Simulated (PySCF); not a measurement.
Molecule: H9NO3Si3, SMILES N[SiH2][SiH2][Si](O)(O)O, singlet. Atoms near the plane z = 0.0 Å, at the GFN2-xTB optimised geometry (x, y, z in Å): Si1 (0.2, -2.3, 0.0), O2 (1.8, -2.3, 0.0), Si5 (-0.8, -0.3, 0.0), H8 (2.3, -2.3, 0.8), H12 (-2.3, -0.4, 0.2).

Calculation: CAM-B3LYP/def2-TZVP (PySCF 2.14.0). Cells within 0.4 Å of a nucleus heavier than hydrogen are left out (blank, or x). The values are rescaled to run from 0 to 1.

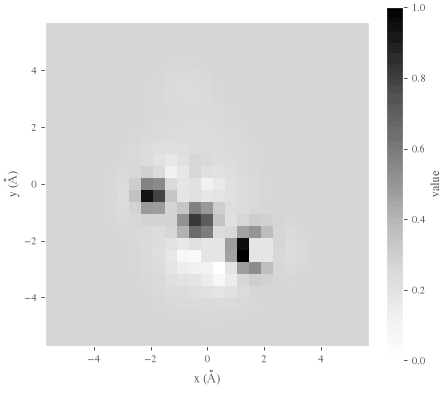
Fig. 1. a field on the plane z = 0.0 Å.

Which quantity is mapped?
A. electron localisation function
B. an orbital amplitude
C. Laplacian of the electron density
D. deformation density (molecule minus spherical neutral atoms)

D, deformation density (molecule minus spherical neutral atoms). In full: deformation density (molecule minus spherical neutral atoms) (e/bohr³).
